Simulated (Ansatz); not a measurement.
| atom | x (Å) | y (Å) | z (Å) |
| --- | --- | --- | --- |
| Zn | -0.3778 | 0.0636 | 0.1371 |
| H | 0.5973 | -2.0401 | -1.4143 |
| O | -1.5762 | -1.1505 | -0.3993 |
| H | 1.3210 | -1.8474 | -1.4350 |
| As | 1.3175 | 1.5714 | 0.7693 |
| H | -2.4851 | -0.9985 | -0.1358 |
| H | 0.4660 | 2.7468 | 0.3007 |
| H | 0.7373 | 1.6546 | 2.1775 |

The product side of a reaction path; geometry: PBE0-D4/def2-TZVP.

Computed with RKS PBE0-D4/def2-TZVPP in Ansatz 0.2.0.

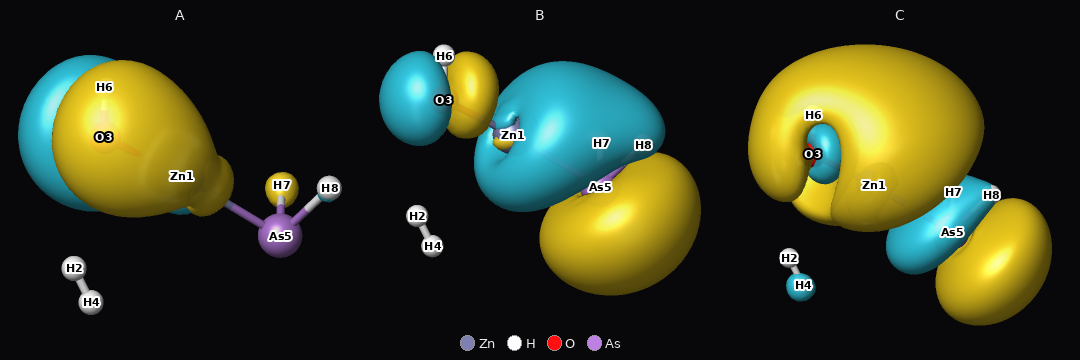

AsH3OZn···H2. Three frontier orbitals at ±0.05 Å⁻³ᐟ² (yellow and cyan are the two phases), in no order.

Q: Which picture is the HOMO−1, the HOMO and the LUMO?

A: A is the HOMO−1 (−8.19 eV). By Hirshfeld shares it lies mainly on O3 (about 80 %) and Zn1 (about 10 %); largely a lone pair of O3. B is the HOMO (−7.37 eV). By Hirshfeld shares it lies mainly on As5 (about 65 %), Zn1 (about 20 %) and O3 (about 10 %). C is the LUMO (−0.76 eV). It lies mainly on Zn1 (about 50 %), As5 (about 25 %), O3 (about 10 %) and H6 (about 5 %).

Q: What is the HOMO–LUMO gap?

A: 6.61 eV between the orbital energies.
